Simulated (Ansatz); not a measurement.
Consider SiC (space group P6_3mc, No. 186; a = 3.058 Å, c = 10.012 Å). Axes: x lies along a and z along c of the hexagonal cell.

Perturbation: uniaxial strain ε_xx = +2.25 %, all other strain components held at zero, atoms relaxed at fixed cell.

Method: plane-wave PAW DFT at the LDA level (Ansatz, a program for electronic structure, 420 eV), without spin-orbit coupling.

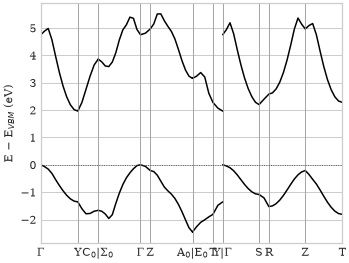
Figure. Highest valence and lowest conduction band along the path of the changed cell's own zone

### Question
Read the changed gap and its character from the plot.

### Answer
About 2.0 eV, indirect, Γ → Y.

Stability against distortions was not tested. k-point labels follow each cell's own Brillouin zone.
